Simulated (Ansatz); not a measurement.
**(H3Sn)2O (Sn2H6O): a spread of methods and bases**

Aim: run (H3Sn)2O (Sn2H6O) under a spread of inputs, and see what each costs and gives.

Program: Ansatz 0.2.0, Gaussian basis. Level of theory: the settings change from run to run. These are calculated values, not measurements.

2 further runs of the same task are left out: 2 set aside as unsound or not needed. Runs told in other sessions of the task aren't counted.

**1. The molecule**

The geometry comes from an earlier relaxation with PBE0-D4/def2-SVP; it is a stationary point, not always the lowest conformer. Sn takes a core potential in def2 sets; no spin-orbit term is included.

9 atoms, charge 0, spin multiplicity 1.

Atoms are counted from 1 here; the program's logs count them from 0.

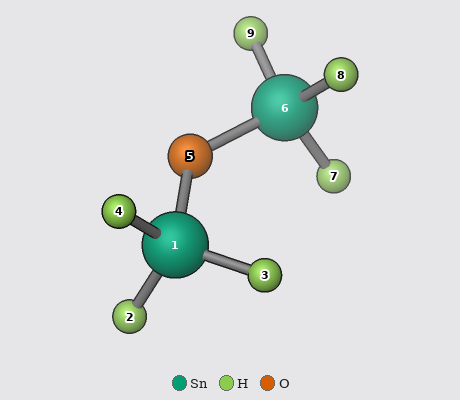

The geometry (tin teal, hydrogen green, oxygen orange); atoms are numbered from 1 in the order of the file.

As a file:

```mol
H6OSn2
  3D, bonds by distance, orders not assigned

  9  8  0  0  0  0  0  0  0  0999 V2000
   -0.2341    1.7387    0.4358 Sn  0  0
   -1.8011    2.3654    0.1389 H   0  0
   -0.0929    1.1509    2.0467 H   0  0
    0.9912    2.8795    0.0760 H   0  0
    0.0284    0.2288   -0.8126 O   0  0
    0.2362   -1.7147   -0.5197 Sn  0  0
   -1.1765   -2.3043    0.2607 H   0  0
    1.6235   -1.9718    0.4607 H   0  0
    0.4253   -2.3725   -2.0865 H   0  0
  1  2  8  0
  1  3  8  0
  1  4  8  0
  1  5  8  0
  5  6  8  0
  6  7  8  0
  6  8  8  0
  6  9  8  0
M  END
```

**2. SPW92/def2-mTZVPP**

Options: unrestricted orbitals.

Input file in.yaml:

```yaml
crystal:
  periodic: [false, false, false]
  atoms:
    - {symbol: Sn, position_ang: [-0.234130, 1.738698, 0.435825]}
    - {symbol: H, position_ang: [-1.801103, 2.365410, 0.138881]}
    - {symbol: H, position_ang: [-0.092882, 1.150904, 2.046725]}
    - {symbol: H, position_ang: [0.991171, 2.879533, 0.076010]}
    - {symbol: O, position_ang: [0.028382, 0.228829, -0.812609]}
    - {symbol: Sn, position_ang: [0.236240, -1.714706, -0.519719]}
    - {symbol: H, position_ang: [-1.176501, -2.304350, 0.260690]}
    - {symbol: H, position_ang: [1.623477, -1.971840, 0.460706]}
    - {symbol: H, position_ang: [0.425326, -2.372478, -2.086509]}
basis:
  gaussian: {orbitals: def2-mTZVPP}
magnetization: {spin_polarized: true, initial_magnetization: 0}
hamiltonian: {xc: {name: SPW92}}
scf: {omitted_lower_state_checks: [starts]}
output: {forces: true}
```

Launch:

```bash
ansatz run in.yaml --threads 4 --pin off --events-out ev --progress --plain --max-ram 3916MiB
```

Output:

```text
Functional definition: SPW92
  name "SPW92"
  cite "Dirac, Proc. Camb. Phil. Soc. 26, 376 (1930) doi:10.1017/S0305004100016108"
  cite "Slater, Phys. Rev. 81, 385 (1951) doi:10.1103/PhysRev.81.385"
  cite "Perdew & Wang, Phys. Rev. B 45, 13244 (1992) doi:10.1103/PhysRevB.45.13244"
  exchange = slater_x
  correlation = pw_c
these checks for a lower state are left out or cut short: starts
1253 factors; their error is unknown
mean field evaluation 1: about -13763.3177 eV, gradient 5.3e1 eV
mean field evaluation 2: about -13608.0057 eV, gradient 1.4e2 eV
mean field evaluation 4: about -13772.6160 eV, gradient 1.2e1 eV
mean field evaluation 8: about -13773.1575 eV, gradient 1.4e-1 eV
mean field evaluation 16: about -13773.1412 eV, gradient 2.1e-4 eV
mean field -13773.14120067 eV, -506.1536033543 hartree, gradient 7.2e-5 eV, S^2 0.000000; 0 other end points of the search recorded, 0 dependent functions left out
the calculation of the forces begins
reference -13773.14127015 eV, -506.1536059077 hartree; 29, 29 occupied and 97, 97 virtual orbitals, 1253 factors
Total energy: -13773.14127015 eV, -506.1536059077 hartree
Atom 0 at    -0.234130     1.738698     0.435825 Å, force     0.020043    -0.187531     0.066258 eV/Å
Atom 1 at    -1.801103     2.365410     0.138881 Å, force     0.047972    -0.034544    -0.022125 eV/Å
Atom 2 at    -0.092882     1.150904     2.046725 Å, force    -0.002798     0.013569    -0.060285 eV/Å
Atom 3 at     0.991171     2.879533     0.076010 Å, force    -0.032095    -0.053684    -0.023746 eV/Å
Atom 4 at     0.028382     0.228829    -0.812609 Å, force     0.003832     0.011369    -0.065255 eV/Å
Atom 5 at     0.236240    -1.714706    -0.519719 Å, force    -0.025362     0.130136     0.137547 eV/Å
Atom 6 at    -1.176501    -2.304350     0.260690 Å, force     0.036667     0.030263    -0.030408 eV/Å
Atom 7 at     1.623477    -1.971840     0.460706 Å, force    -0.038016     0.021906    -0.034431 eV/Å
Atom 8 at     0.425326    -2.372478    -2.086509 Å, force    -0.010244     0.068516     0.032446 eV/Å
Dipole moment:    -0.007154    -0.057613     0.210893 e Å
Checks for a lower state left out: starts
```

Wall time 1 s (4 threads of Arm Neoverse V2, shared host).

Largest force 0.200 eV/Å, dipole 1.05 D, ⟨S²⟩ 0.000.

**3. wB97M-V/def2-TZVP**

Options: density fitting with def2-universal-jkfit, the search for lower states set to full.

in.yaml: that of step 2 with these lines changed.

```diff
@@ -13,6 +13,5 @@
 basis:
-  gaussian: {orbitals: def2-mTZVPP}
-magnetization: {spin_polarized: true, initial_magnetization: 0}
-hamiltonian: {xc: {name: SPW92}}
-scf: {omitted_lower_state_checks: [starts]}
+  gaussian: {orbitals: def2-TZVP, fitting: {mean_field: def2-universal-jkfit}}
+hamiltonian: {xc: {name: wB97M-V}}
+scf: {lower_state_search: full}
 output: {forces: true}
```

The command is unchanged.

Output:

```text
Functional definition: wB97M-V
  name "wB97M-V"
  cite "Mardirossian & Head-Gordon, J. Chem. Phys. 144, 214110 (2016) doi:10.1063/1.4952647"
  cite "Becke, J. Chem. Phys. 107, 8554 (1997) doi:10.1063/1.475007"
  cite "Vydrov & Van Voorhis, J. Chem. Phys. 133, 244103 (2010) doi:10.1063/1.3521275"
  # Of w^i u^j: cxij and so on, Table III.
  parameter omega = 0.3/bohr
  parameter cx = 0.15
  parameter cx01 = 1.007
  parameter cx10 = 0.259
  parameter css00 = 0.443
  parameter css04 = -1.437
  parameter css10 = -4.535
  parameter css20 = -3.390
  parameter css43 = 4.278
  parameter cos00 = 1.000
  parameter cos10 = 1.358
  parameter cos20 = 2.924
  parameter cos21 = -8.812
  parameter cos60 = -1.390
  parameter cos61 = 9.142
  parameter b = 6.0
  parameter c = 0.01
  gx(w, u) = 1 - cx + cx01*u + cx10*w
  gss(w, u) = css00 + css04*u^4 + css10*w + css20*w^2 + css43*w^4*u^3
  gos(w, u) = cos00 + cos10*w + (cos20 + cos21*u)*w^2 + (cos60 + cos61*u)*w^6
  exchange = spin_sum(e_x_unif_sr(omega)*gx(b97_w, b97_u_x)) + cx*exact_x_sr(omega) + exact_x_lr(omega)
  correlation = spin_sum(e_c_pw_mod_same_spin*gss(b97_w, b97_u_same))
      + integral(e_c_pw_mod_opposite_spin*gos(b97_w_opposite, b97_u_opposite)) + vv10(b, c)
621 factors; integrals over basis functions are off by at most 8.8e-1 eV
621 factors; integrals over basis functions are off by at most 5.9e-7 eV
mean field evaluation 1: about -13798.4238 eV, gradient 5.9e1 eV
mean field evaluation 2: about -13798.4313 eV, gradient 5.9e1 eV
mean field evaluation 4: about -13804.3556 eV, gradient 4.6e0 eV
mean field evaluation 8: about -13804.4102 eV, gradient 2.9e-1 eV
mean field evaluation 16: about -13804.4106 eV, gradient 1.0e-4 eV
mean field -13804.41055768 eV, -507.3027310290 hartree, gradient 2.6e-5 eV, S^2 0.000000; 0 other end points of the search recorded, 0 dependent functions left out
the calculation of the forces begins
reference -13804.41063274 eV, -507.3027337877 hartree; 29, 29 occupied and 138, 138 virtual orbitals, 621 factors
Total energy: -13804.41063274 eV, -507.3027337877 hartree
Atom 0 at    -0.234130     1.738698     0.435825 Å, force     0.034652    -0.184070    -0.152785 eV/Å
Atom 1 at    -1.801103     2.365410     0.138881 Å, force     0.195503    -0.091815     0.025445 eV/Å
Atom 2 at    -0.092882     1.150904     2.046725 Å, force    -0.013746     0.044428    -0.210436 eV/Å
Atom 3 at     0.991171     2.879533     0.076010 Å, force    -0.149600    -0.152413     0.033533 eV/Å
Atom 4 at     0.028382     0.228829    -0.812609 Å, force    -0.015607    -0.098368     0.370207 eV/Å
Atom 5 at     0.236240    -1.714706    -0.519719 Å, force    -0.023658     0.236418    -0.044228 eV/Å
Atom 6 at    -1.176501    -2.304350     0.260690 Å, force     0.170180     0.098868    -0.094265 eV/Å
Atom 7 at     1.623477    -1.971840     0.460706 Å, force    -0.173586     0.056735    -0.118557 eV/Å
Atom 8 at     0.425326    -2.372478    -2.086509 Å, force    -0.024140     0.090218     0.191087 eV/Å
Dipole moment:    -0.007367    -0.058164     0.211436 e Å
```

It took 6.5 s on 4 threads of Arm Neoverse V2, shared host.

Largest force 0.383 eV/Å, dipole 1.05 D.

**4. BHLYP/def2-SVPD**

Set apart from the defaults: a grid of angular degree 47, D3(BJ) dispersion.

in.yaml: that of step 3 with these lines changed.

```diff
@@ -13,5 +13,5 @@
 basis:
-  gaussian: {orbitals: def2-TZVP, fitting: {mean_field: def2-universal-jkfit}}
-hamiltonian: {xc: {name: wB97M-V}}
-scf: {lower_state_search: full}
+  gaussian: {orbitals: def2-SVPD, final_grid: {core_spheres: 20, valence_spheres: 16, degree: 47}}
+hamiltonian: {xc: {name: BHLYP}, dispersion: d3bj}
+scf: {omitted_lower_state_checks: [starts]}
 output: {forces: true}
```

The command is unchanged.

Output:

```text
Functional definition: BHLYP
  name "BHLYP"
  cite "Becke, J. Chem. Phys. 98, 1372 (1993) doi:10.1063/1.464304"
  cite "Becke, Phys. Rev. A 38, 3098 (1988) doi:10.1103/PhysRevA.38.3098"
  cite "Lee, Yang & Parr, Phys. Rev. B 37, 785 (1988) doi:10.1103/PhysRevB.37.785"
  parameter a = 0.5
  exchange = (1 - a)*b88_x + a*exact_x
  correlation = lyp_c
these checks for a lower state are left out or cut short: starts
1547 factors; integrals over basis functions are off by at most 2.4e-4 eV
mean field evaluation 1: about -13794.4046 eV, gradient 5.5e1 eV
mean field evaluation 2: about -13777.3392 eV, gradient 1.0e2 eV
mean field evaluation 4: about -13800.0443 eV, gradient 1.4e0 eV
mean field evaluation 8: about -13800.1274 eV, gradient 5.2e-2 eV
mean field evaluation 16: about -13800.1274 eV, gradient 6.1e-5 eV
mean field -13800.12743430 eV, -507.1453291483 hartree, gradient 6.1e-5 eV, S^2 0.000000; 0 other end points of the search recorded, 0 dependent functions left out
the calculation of the forces begins
reference -13800.12765260 eV, -507.1453371705 hartree; 29, 29 occupied and 106, 106 virtual orbitals, 1547 factors
Total energy: -13800.41677213 eV, -507.1559621171 hartree
Atom 0 at    -0.234130     1.738698     0.435825 Å, force    -0.004065     0.056409    -0.029862 eV/Å
Atom 1 at    -1.801103     2.365410     0.138881 Å, force     0.133716    -0.062799     0.025925 eV/Å
Atom 2 at    -0.092882     1.150904     2.046725 Å, force    -0.008219     0.020706    -0.158218 eV/Å
Atom 3 at     0.991171     2.879533     0.076010 Å, force    -0.102501    -0.100460     0.032620 eV/Å
Atom 4 at     0.028382     0.228829    -0.812609 Å, force    -0.007494    -0.053970     0.199265 eV/Å
Atom 5 at     0.236240    -1.714706    -0.519719 Å, force     0.007852    -0.026918    -0.054836 eV/Å
Atom 6 at    -1.176501    -2.304350     0.260690 Å, force     0.121283     0.077316    -0.064228 eV/Å
Atom 7 at     1.623477    -1.971840     0.460706 Å, force    -0.126001     0.046130    -0.082131 eV/Å
Atom 8 at     0.425326    -2.372478    -2.086509 Å, force    -0.014572     0.043587     0.131466 eV/Å
Dipole moment:    -0.007991    -0.064375     0.233793 e Å
Checks for a lower state left out: starts
```

Wall time 3.5 s (4 threads of Arm Neoverse V2, shared host).

Largest force 0.207 eV/Å, dipole 1.17 D.

**5. The runs in one table**

| level | charge | multiplicity | geometry | functions | energy (eV) | time |
| --- | --- | --- | --- | --- | --- | --- |
| SPW92/def2-mTZVPP | 0 | 1 | relaxed | 126 | -13773.141 | 1 s |
| wB97M-V/def2-TZVP | 0 | 1 | relaxed | 167 | -13804.411 | 6.5 s |
| BHLYP/def2-SVPD | 0 | 1 | relaxed | 135 | -13800.417 | 3.5 s |

**6. Outcome**

```
                                         quantity                     value
                                             runs                         3
                                         quickest    SPW92/def2-mTZVPP, 1 s
                                          slowest  wB97M-V/def2-TZVP, 6.5 s
spread of total energies, same state and geometry                   31.3 eV
                  dipole, same state and geometry            1.05 to 1.17 D
```

wB97M-V/def2-TZVP took 7 times as long as SPW92/def2-mTZVPP. The jobs differ in tasks and options as well as level. Total energies at one charge and spin differ by 31 eV between levels, so only differences within one level mean anything. At the PBE0-D4/def2-SVP geometry and in the same state, the sound runs without point charges leave forces up to 0.38 eV/Å (wB97M-V/def2-TZVP). At that geometry and state the dipole changes by 11 % between the lowest and highest value.
